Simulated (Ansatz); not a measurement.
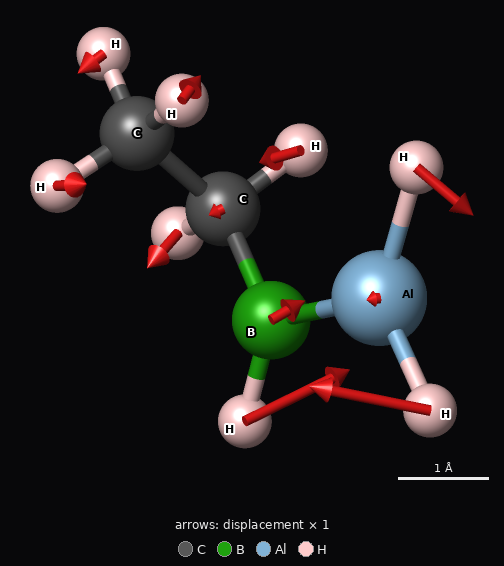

A relaxation of C$_{2}$H$_{8}$AlB. The starting structure is drawn; red arrows show the displacements, at their true length. The two geometries are superimposed by the best rigid fit.

The picture is a ball-and-stick view, seen from a free direction.

The start comes from PBE-D4/def2-SVP.

Computed with RKS PBE0-D4/def2-TZVP in Ansatz 0.2.0. Set-up: force threshold 0.005 eV/Å; at most 150 steps.

Which element moves most?

Hydrogen: up to 1.43 Å, against 0.47 Å for boron.

What happened in the run?

The largest moves after the best rigid fit, 1.43 Å, are those of H atoms. By element the largest moves are H 1.43 Å, B 0.47 Å, C 0.18 Å, Al 0.16 Å. Some distances before and after: Al–B 2.179 → 2.131 Å, C–C 1.549 → 1.523 Å, B–H 1.225 → 1.207 Å, Al–H 1.614 → 1.597 Å. Bond angles that change, for instance: C–C–B 110.3° → 118.8°, B–C–H 108.4° → 103.4°, B–C–H 113.6° → 109.0°. Groups turn about Al–B by about 90°, B–C by about 55°. The energy falls by 0.248 eV in 29 geometry steps. Largest force component: 0.44 eV/Å at the start, 0.0035 eV/Å at the end.
